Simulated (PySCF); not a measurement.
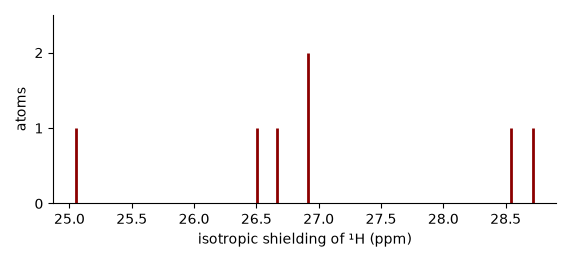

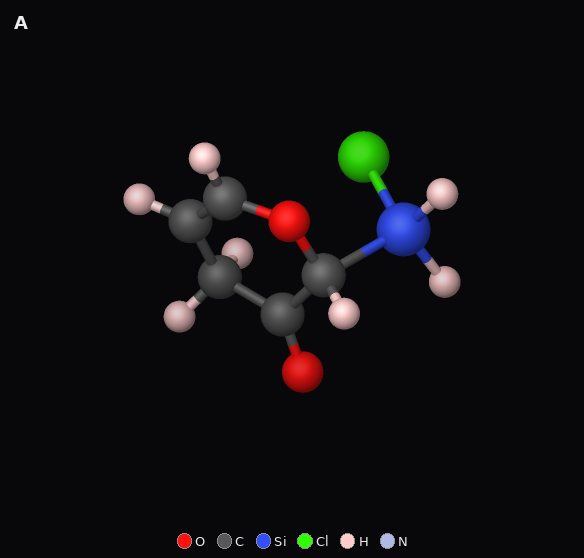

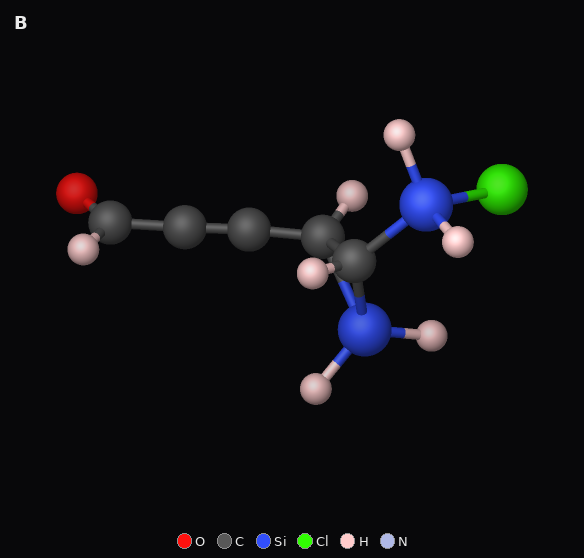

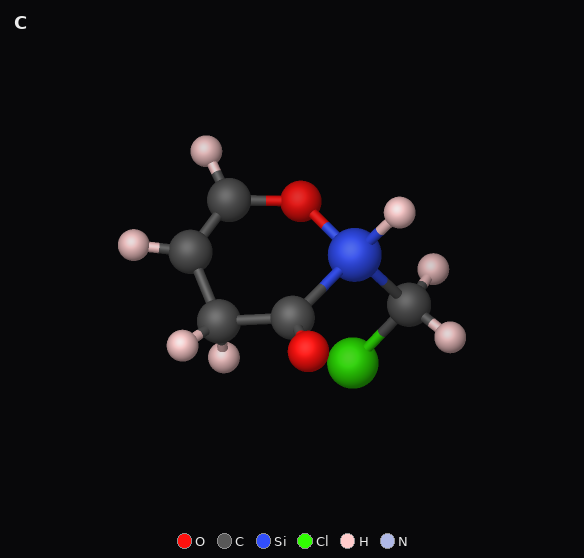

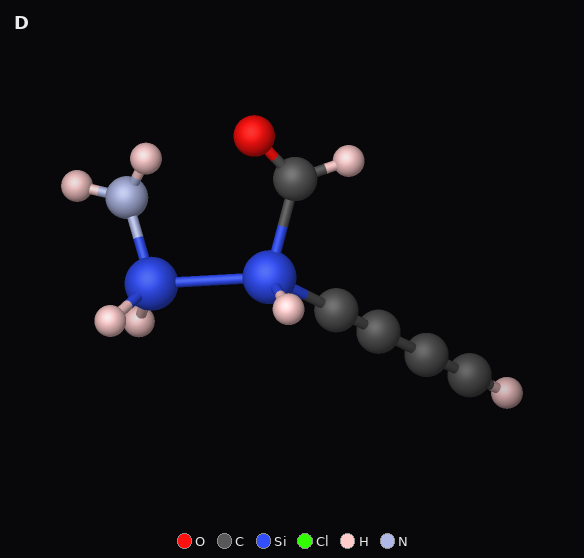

The sticks are computed shieldings of one of the molecules, for one fixed geometry (GFN2-xTB) without averaging over rotations. Low shielding means a high chemical shift. Method: GIAO PBE0/pcSseg-1 NMR shielding, non-relativistic, gas phase (PySCF 2.14.0).

> Which molecule gives this pattern?

A, `O=C1CC=CO[C@@H]1[SiH2]Cl`. Its 7 H atoms give lines at 25.05, 26.50, 26.67, 26.92 (2 atoms), 28.54, 28.72 ppm.

The geometry is semi-empirical. Around Si such bond lengths and angles can be off by a tenth of an ångström or more and by several degrees, and values that hang on the shape move with them.
